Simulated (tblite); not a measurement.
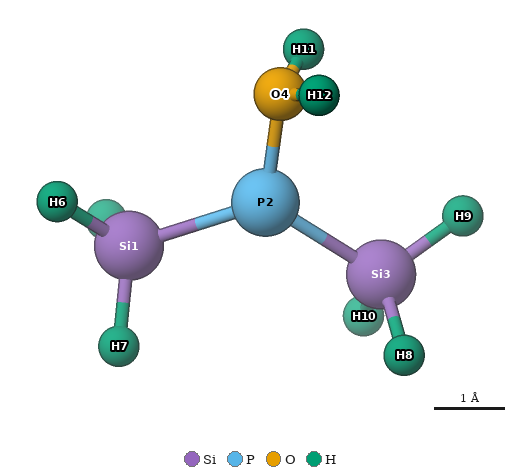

Fig. 1: The structure as given in the input (ball-and-stick view, seen at a tilt; atoms are numbered from 1 in the order of the input). Bond lengths as drawn: H–O 0.99 to 1.00 Å, H–Si 1.46 to 1.50 Å, O–P 1.67 Å and P–Si 2.12 to 2.15 Å.

**Run report: Si₂PH₈O (charge +1), geometry relaxation (part 1 of 2)**

Si₂PH₈O, charge +1, computed with GFN2-xTB geometry optimisation, gas phase (tblite 0.8.0).

## Log
```
step      E/eV     max force
  0    -370.72641    3.451
  1    -371.20842    2.424
  2    -371.67643    1.615
  3    -371.86769    1.124
  4    -371.97993    0.752
  5    -372.02547    0.667
  6    -372.07701    0.432
  7    -372.10275    0.400
  8    -372.12374    0.416
  9    -372.15091    0.391
 10    -372.17030    0.398
 11    -372.18073    0.318
 12    -372.19136    0.290
 13    -372.20266    0.240
 14    -372.21271    0.280
 15    -372.22367    0.331
 16    -372.23825    0.328
 17    -372.25522    0.330
 18    -372.27119    0.281
 19    -372.28401    0.340
 20    -372.29246    0.287
 21    -372.30045    0.268
 22    -372.31112    0.325
 23    -372.32019    0.294
 24    -372.32676    0.334
 25    -372.33430    0.382
 26    -372.34435    0.394
 27    -372.35560    0.402
 28    -372.36615    0.310
 29    -372.37278    0.145
 30    -372.37420    0.143
 31    -372.37796    0.186
 32    -372.38112    0.220
 33    -372.38495    0.162
 34    -372.38869    0.112
 35    -372.38993    0.097
 36    -372.39045    0.064
 37    -372.39071    0.041
 38    -372.39095    0.042
 39    -372.39121    0.047
 40    -372.39150    0.047
 41    -372.39181    0.051
 42    -372.39211    0.042
 43    -372.39234    0.046
 44    -372.39252    0.054
 45    -372.39274    0.059
 46    -372.39312    0.063
 47    -372.39376    0.092
 48    -372.39455    0.097
 49    -372.39522    0.070
 50    -372.39566    0.052
 51    -372.39607    0.065
 52    -372.39690    0.093
 53    -372.39840    0.155
 54    -372.40064    0.234
 55    -372.40211    0.265
 56    -372.40465    0.132
 57    -372.40521    0.392
 58    -372.40683    0.151
 59    -372.40769    0.071
 60    -372.41000    0.098
 61    -372.41183    0.353
 62    -372.41409    0.139
 63    -372.41647    0.111
 64    -372.41695    0.440
 65    -372.41977    0.175
 66    -372.42108    0.132
 67    -372.42305    0.171
 68    -372.42364    0.083
 69    -372.42457    0.052
 70    -372.42574    0.098
 71    -372.42644    0.080
 72    -372.42691    0.130
 73    -372.42771    0.125
 74    -372.42867    0.131
 75    -372.42961    0.149
 76    -372.42903    0.128
 77    -372.43076    0.075
 78    -372.43115    0.099
 79    -372.43171    0.104
 80    -372.43213    0.073
 81    -372.43266    0.112
 82    -372.43341    0.049
 83    -372.43379    0.136
 84    -372.43428    0.059
 85    -372.43446    0.032
 86    -372.43458    0.049
 87    -372.43471    0.031
 88    -372.43495    0.038
 89    -372.43514    0.047
 90    -372.43529    0.036
 91    -372.43537    0.037
 92    -372.43548    0.029
 93    -372.43563    0.040
 94    -372.43582    0.063
 95    -372.43603    0.069
 96    -372.43620    0.052
 97    -372.43633    0.029
 98    -372.43646    0.027
 99    -372.43660    0.024
100    -372.43672    0.025
101    -372.43685    0.028
102    -372.43704    0.044
103    -372.43726    0.054
104    -372.43739    0.057
105    -372.43764    0.095
106    -372.43784    0.039
107    -372.43804    0.027
108    -372.43823    0.033
109    -372.43836    0.023
110    -372.43844    0.023
111    -372.43852    0.022
112    -372.43860    0.023
113    -372.43866    0.039
114    -372.43876    0.026
115    -372.43886    0.025
116    -372.43893    0.019
117    -372.43898    0.021
118    -372.43902    0.025
119    -372.43906    0.030
120    -372.43910    0.028
121    -372.43915    0.019
122    -372.43918    0.016
123    -372.43920    0.012
124    -372.43922    0.015
125    -372.43924    0.014
126    -372.43926    0.014
127    -372.43928    0.012
128    -372.43930    0.012
129    -372.43931    0.013
130    -372.43933    0.011
131    -372.43934    0.010
132    -372.43936    0.012
133    -372.43939    0.020
134    -372.43945    0.034
135    -372.43953    0.046
136    -372.43965    0.050
137    -372.43978    0.040
138    -372.43991    0.030
139    -372.44002    0.029
140    -372.44013    0.031
141    -372.44025    0.042
142    -372.44040    0.046
143    -372.44052    0.038
144    -372.44054    0.030
145    -372.44058    0.015
146    -372.44059    0.011
147    -372.44060    0.011
148    -372.44061    0.011
149    -372.44063    0.018
150    -372.44067    0.028
151    -372.44072    0.030
152    -372.44077    0.020
153    -372.44080    0.012
154    -372.44082    0.011
155    -372.44085    0.017
156    -372.44088    0.017
157    -372.44091    0.017
158    -372.44094    0.018
159    -372.44096    0.017
160    -372.44099    0.020
161    -372.44101    0.017
162    -372.44103    0.011
163    -372.44106    0.013
164    -372.44109    0.015
165    -372.44114    0.019
166    -372.44118    0.014
167    -372.44121    0.011
168    -372.44123    0.014
169    -372.44126    0.015
170    -372.44128    0.016
171    -372.44130    0.010
172    -372.44132    0.008
173    -372.44133    0.013
174    -372.44135    0.013
175    -372.44136    0.010
176    -372.44137    0.008
```

## Trajectory as extended XYZ (Å, eV, eV/Å), 27 frames, from step=0 to step=176
```
12
Properties=species:S:1:pos:R:3:forces:R:3 step=0 energy=-370.72641
Si    1.8638   -0.7665    0.2913    2.5230  -0.9640   0.9030
P     0.1096    0.3630   -0.2457    0.9430  -2.5830  -1.8010
Si   -1.7723   -0.6202   -0.2319   -2.9420  -1.7870  -0.2450
O     0.1441    2.0294   -0.0867   -0.5960   3.0100   0.2810
H     1.9459   -1.0466    1.7282   -0.2400   0.0410   0.0320
H     3.0981   -0.0256   -0.0210   -0.4270   0.1790  -0.1030
H     1.9092   -2.0340   -0.4518   -0.4660   0.3060  -0.0500
H    -2.0249   -1.2511   -1.5745    0.3600   0.5280   0.5240
H    -2.8805    0.2729    0.0985    0.2050   0.3010  -0.0300
H    -1.8369   -1.7388    0.7226    0.3090   0.2850  -0.0090
H    -0.2580    2.3920    0.7461    0.0710   0.4860  -0.1040
H    -0.2374    2.4464   -0.9168    0.2600   0.1980   0.6010
12
Properties=species:S:1:pos:R:3:forces:R:3 step=7 energy=-372.10275
Si    2.0302   -0.8329    0.3739   -0.0340   0.0740   0.0530
P     0.1854    0.1500   -0.5724    0.0490   0.0560  -0.3400
Si   -1.9301   -0.7217   -0.2194    0.0600  -0.1180  -0.0640
O     0.1346    2.1049   -0.0403   -0.2660  -0.0910   0.0180
H     1.9286   -1.0671    1.8270    0.0130   0.0540  -0.2880
H     3.1291    0.0496   -0.0509   -0.2190  -0.1630   0.1370
H     1.8541   -2.0358   -0.4686    0.0580   0.1560   0.1910
H    -2.0231   -1.2333   -1.6043   -0.1340   0.0710   0.3540
H    -2.8931    0.3542    0.1083    0.3380  -0.2050  -0.0630
H    -1.8237   -1.7810    0.7975   -0.0950   0.2240  -0.1220
H    -0.2938    2.5007    0.7405    0.0670  -0.1080   0.0690
H    -0.2372    2.5333   -0.8330    0.1630   0.0500   0.0530
12
Properties=species:S:1:pos:R:3:forces:R:3 step=14 energy=-372.21271
Si    1.9700   -0.7946    0.3582    0.0790   0.0160   0.0320
P     0.2032    0.1540   -0.7451   -0.0680   0.1890   0.1300
Si   -1.8556   -0.7396   -0.2290   -0.0450  -0.1000  -0.1090
O     0.0522    2.0524   -0.0323    0.0890  -0.1710  -0.0440
H     1.9023   -1.0441    1.7969   -0.1660   0.0970  -0.0320
H     3.0989    0.0479   -0.0128   -0.0150   0.0630   0.0060
H     1.8689   -2.0253   -0.4195    0.0050  -0.1260  -0.0660
H    -2.1065   -1.2618   -1.5666   -0.0620  -0.1090  -0.0070
H    -2.7698    0.3478    0.1031    0.0950   0.1680   0.0330
H    -1.8429   -1.7478    0.8227    0.1100   0.0030   0.0510
H    -0.2893    2.4426    0.7963   -0.0130  -0.1210  -0.2520
H    -0.1706    2.5894   -0.8138   -0.0090   0.0910   0.2590
12
Properties=species:S:1:pos:R:3:forces:R:3 step=21 energy=-372.30045
Si    1.9388   -0.7821    0.3120   -0.1450   0.1840   0.0160
P     0.1919    0.1694   -0.8693    0.0080  -0.1740  -0.0100
Si   -1.8386   -0.7850   -0.2717    0.2340   0.1270  -0.0290
O     0.0398    1.9880   -0.0503    0.1090   0.0140   0.0950
H     1.7254   -0.9345    1.7490   -0.1300   0.0470   0.0010
H     3.0592    0.1022    0.0297    0.0410   0.0120  -0.0490
H     1.8921   -2.0558   -0.3895    0.0580  -0.1030  -0.0820
H    -2.2401   -1.3827   -1.5376    0.0000  -0.0020   0.0550
H    -2.5378    0.4346    0.1085   -0.2040   0.1380   0.0120
H    -1.7634   -1.6929    0.8652    0.0810  -0.0580   0.0010
H    -0.3163    2.2596    0.8130   -0.0560  -0.0880   0.0080
H    -0.0902    2.7001   -0.7006    0.0040  -0.0970  -0.0170
12
Properties=species:S:1:pos:R:3:forces:R:3 step=28 energy=-372.36615
Si    1.8923   -0.7515    0.2828    0.0320  -0.1270  -0.0750
P     0.2044    0.1742   -0.9673    0.0030   0.0260  -0.0790
Si   -1.7873   -0.7260   -0.2647   -0.2340   0.0810   0.1000
O     0.1375    1.9208   -0.0085   -0.0810   0.1110  -0.0010
H     1.4998   -0.8168    1.6917   -0.0150   0.0170  -0.0430
H     3.0269    0.1222    0.0217    0.0180   0.0370   0.0350
H     1.9607   -2.0542   -0.3826    0.0040   0.0540   0.0790
H    -2.2932   -1.4239   -1.4388    0.0410   0.1050  -0.0340
H    -2.5222    0.5147    0.0947    0.1140  -0.2860  -0.0370
H    -1.6359   -1.6591    0.8534    0.0410   0.1530   0.0310
H    -0.3848    2.0627    0.8027    0.0050  -0.0540  -0.0270
H    -0.0373    2.6578   -0.6268    0.0730  -0.1180   0.0520
12
Properties=species:S:1:pos:R:3:forces:R:3 step=35 energy=-372.38993
Si    1.8737   -0.7434    0.2409    0.0290  -0.0290   0.0010
P     0.1941    0.1814   -1.0396    0.0420  -0.0230   0.0020
Si   -1.7765   -0.7242   -0.2677   -0.0490   0.0750   0.0370
O     0.1545    1.8678    0.0128   -0.0250  -0.0160   0.0130
H     1.3924   -0.7548    1.6258    0.0090  -0.0020  -0.0310
H     3.0112    0.1485    0.0466   -0.0390  -0.0080  -0.0090
H     1.9962   -2.0722   -0.3488    0.0010   0.0230   0.0140
H    -2.3186   -1.3998   -1.4326    0.0190  -0.0260  -0.0200
H    -2.5057    0.4985    0.1044   -0.0070  -0.0300   0.0030
H    -1.5556   -1.5722    0.9003    0.0090  -0.0010  -0.0010
H    -0.4242    1.9587    0.7908   -0.0260  -0.0080   0.0200
H     0.0195    2.6326   -0.5746    0.0380   0.0470  -0.0290
12
Properties=species:S:1:pos:R:3:forces:R:3 step=42 energy=-372.39211
Si    1.8785   -0.7505    0.2393    0.0130  -0.0140  -0.0150
P     0.1974    0.1763   -1.0354   -0.0390   0.0070  -0.0130
Si   -1.7846   -0.7130   -0.2636    0.0110   0.0110  -0.0090
O     0.1470    1.8630    0.0136    0.0270   0.0230   0.0000
H     1.3906   -0.7555    1.6200    0.0160  -0.0120   0.0060
H     3.0052    0.1538    0.0395   -0.0220  -0.0190  -0.0020
H     2.0034   -2.0801   -0.3482    0.0040   0.0330   0.0160
H    -2.3016   -1.4008   -1.4341   -0.0030  -0.0120   0.0010
H    -2.5298    0.4973    0.1121    0.0100  -0.0160  -0.0120
H    -1.5476   -1.5621    0.9002   -0.0090  -0.0040   0.0160
H    -0.4393    1.9561    0.7856   -0.0310   0.0090  -0.0010
H     0.0415    2.6365   -0.5706    0.0220  -0.0070   0.0130
12
Properties=species:S:1:pos:R:3:forces:R:3 step=49 energy=-372.39522
Si    1.8689   -0.7565    0.2302    0.0040   0.0220  -0.0070
P     0.1787    0.1864   -1.0352    0.0580   0.0030   0.0400
Si   -1.7932   -0.7104   -0.2608    0.0200  -0.0590   0.0170
O     0.1532    1.8697    0.0349   -0.0370  -0.0110   0.0050
H     1.4158   -0.7776    1.6214   -0.0270   0.0100   0.0010
H     2.9841    0.1552    0.0163    0.0180   0.0250  -0.0080
H     2.0221   -2.0850   -0.3449   -0.0300  -0.0100  -0.0390
H    -2.2757   -1.4250   -1.4313   -0.0190   0.0080   0.0160
H    -2.5569    0.4877    0.1083   -0.0090   0.0160  -0.0250
H    -1.5540   -1.5480    0.9126   -0.0110   0.0060   0.0010
H    -0.4993    1.9710    0.7517    0.0020   0.0190  -0.0200
H     0.1172    2.6534   -0.5450    0.0300  -0.0290   0.0190
12
Properties=species:S:1:pos:R:3:forces:R:3 step=56 energy=-372.40465
Si    1.8740   -0.7530    0.2146   -0.0560   0.0610  -0.0160
P     0.1750    0.1956   -1.0267   -0.0240   0.0080   0.0150
Si   -1.7763   -0.7314   -0.2478   -0.0410  -0.1050   0.0680
O     0.1338    1.8541    0.0959    0.1100  -0.0310  -0.0540
H     1.4181   -0.7965    1.6031    0.0200   0.0230   0.0090
H     2.9595    0.1865   -0.0312    0.0660  -0.0090   0.0440
H     2.0099   -2.0706   -0.3842    0.0170  -0.0540  -0.0510
H    -2.2700   -1.4787   -1.3922    0.0470  -0.0310  -0.0120
H    -2.5725    0.4616    0.0427   -0.0410   0.1120   0.0330
H    -1.5733   -1.5205    0.9702    0.0210   0.0460  -0.0810
H    -0.6478    2.0238    0.6471   -0.1140   0.0310   0.0330
H     0.3305    2.6500   -0.4332   -0.0040  -0.0510   0.0110
12
Properties=species:S:1:pos:R:3:forces:R:3 step=63 energy=-372.41647
Si    1.8797   -0.7481    0.1975   -0.0520  -0.0220  -0.0430
P     0.1430    0.2055   -0.9987    0.1110  -0.0010  -0.0010
Si   -1.7979   -0.7363   -0.2248   -0.0360  -0.0020  -0.0550
O     0.1169    1.8412    0.1522    0.0420   0.0370  -0.0670
H     1.4468   -0.8082    1.5957    0.0400   0.0190  -0.0560
H     2.9720    0.1924   -0.0468   -0.0280  -0.0600   0.0360
H     2.0034   -2.0610   -0.4326    0.0090   0.0810   0.0210
H    -2.2232   -1.5136   -1.3777    0.0090  -0.0360   0.0080
H    -2.6226    0.4542    0.0082   -0.0150   0.0370   0.0380
H    -1.5780   -1.4974    0.9982   -0.0070  -0.0160   0.0480
H    -0.7443    2.0865    0.5343   -0.0560   0.0280   0.0070
H     0.4652    2.6059   -0.3471   -0.0170  -0.0640   0.0640
12
Properties=species:S:1:pos:R:3:forces:R:3 step=70 energy=-372.42574
Si    1.8716   -0.7367    0.1701   -0.0100  -0.0310  -0.0120
P     0.1322    0.2144   -1.0078    0.0320   0.0030  -0.0080
Si   -1.8040   -0.7401   -0.2203    0.0080   0.0150   0.0090
O     0.0699    1.8136    0.1815   -0.0610   0.0420   0.0500
H     1.4610   -0.7903    1.5696   -0.0270  -0.0260   0.0320
H     2.9873    0.1814   -0.0292    0.0060   0.0220  -0.0450
H     1.9937   -2.0320   -0.4857    0.0140  -0.0040   0.0090
H    -2.2006   -1.5761   -1.3421   -0.0150   0.0030  -0.0030
H    -2.6244    0.4633   -0.0134   -0.0060  -0.0410  -0.0060
H    -1.5869   -1.4635    1.0289   -0.0020   0.0160   0.0100
H    -0.8222    2.1403    0.4136    0.0790  -0.0150  -0.0560
H     0.5832    2.5464   -0.2069   -0.0180   0.0170   0.0210
12
Properties=species:S:1:pos:R:3:forces:R:3 step=77 energy=-372.43076
Si    1.8726   -0.7452    0.1650    0.0160  -0.0030   0.0100
P     0.1353    0.2258   -0.9985   -0.0410   0.0060   0.0220
Si   -1.8039   -0.7384   -0.2163    0.0140  -0.0120   0.0230
O     0.0545    1.8214    0.2075   -0.0450   0.0530  -0.0290
H     1.4710   -0.8173    1.5693    0.0070  -0.0050  -0.0340
H     2.9795    0.1806   -0.0638   -0.0100   0.0010   0.0100
H     2.0080   -2.0336   -0.5028   -0.0130   0.0010   0.0090
H    -2.1781   -1.5953   -1.3312    0.0040   0.0020   0.0080
H    -2.6646    0.4355   -0.0238    0.0080   0.0180  -0.0320
H    -1.5936   -1.4315    1.0517    0.0200  -0.0030  -0.0110
H    -0.8476    2.1789    0.3232    0.0630  -0.0120  -0.0080
H     0.6279    2.5401   -0.1220   -0.0230  -0.0440   0.0320
```
